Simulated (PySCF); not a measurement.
ClH6OSi3 (SMILES [SiH3]O[Si]([SiH3])Cl) (doublet)

```xyz
11

Si   -0.3081   -1.1101   -0.1123
Si   -2.2101   -0.3791    1.0734
O     0.8839    0.0240    0.0588
Si    2.2759    0.6908   -0.5785
Cl   -0.8357   -1.2069   -2.1341
H    -2.6497    0.9657    0.5884
H    -3.2985   -1.3778    0.8564
H    -1.8769   -0.3067    2.5276
H     2.3527    2.1086   -0.1301
H     3.4602   -0.0614   -0.0714
H     2.2391    0.6246   -2.0680
```

Geometry: PBE0-D3(BJ)/def2-SVP.

Level of theory: PySCF 2.14.0, density-fitted response routines, UKS B3LYP, IGLO-III on Cl O Si, pcH-1 on H, non-relativistic, mean-field spin-orbit, GIAO.

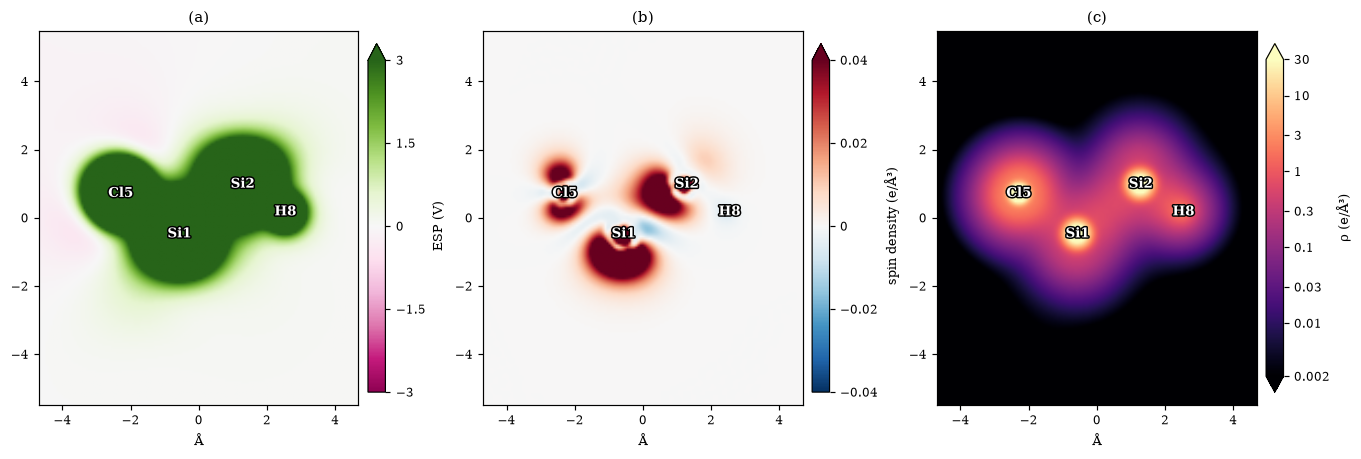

Figure 1. (a) electrostatic potential; (b) spin density (α minus β); (c) electron density on the plane of atoms Si1, Si2 and H8.

Interpret the plot.

Answer. Atoms in the plane: Si, Cl and H. Si–Cl (2.09 Å): the density is about 0.81 e/Å³ at the midpoint. Si–Si (2.36 Å): ρ at the midpoint is about 0.6 e/Å³. Si–H (1.49 Å): ρ at the midpoint is about 0.79 e/Å³. The unpaired spin (1 electron) lies mostly on Si1 (about 0.6), Si2 (about 0.1), Cl5 (about 0.1) and O3 (about 0.1), in electrons by Hirshfeld's partition. Outside the dense part of the molecule the potential is most negative (−0.4 V) near Cl5.

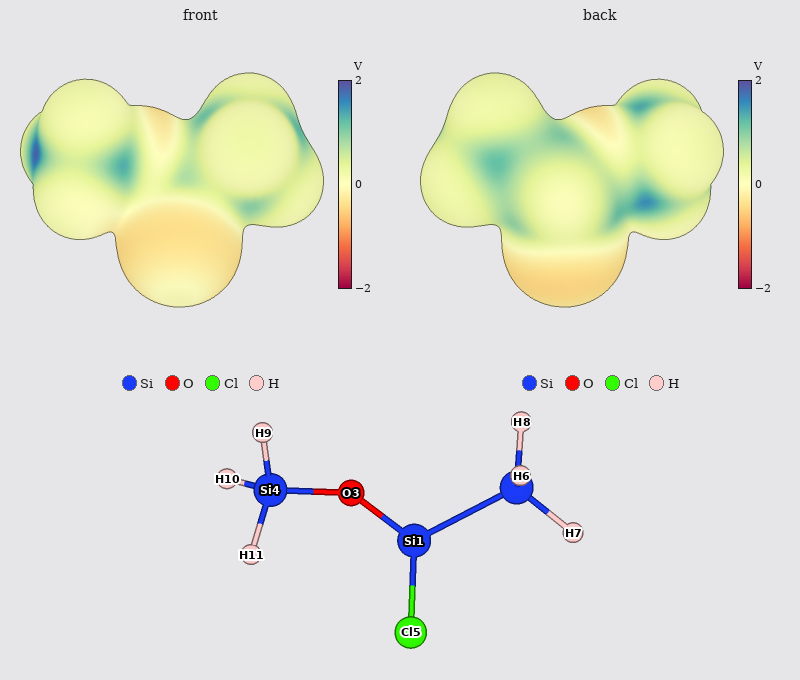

Figure 2. The molecular electrostatic potential painted on the density surface at 0.002 e/bohr³, seen from the front and from behind; the colour scale runs from red (negative) to blue (positive). The bare structure is drawn below in the same view.

Which sites attract a positive test charge, and which a negative one?

Answer. A positive charge is drawn to the negative regions and a negative charge to the positive ones. The most negative region (about −0.5 V) lies over Cl5, the most positive (about +1.6 V) over Si4.
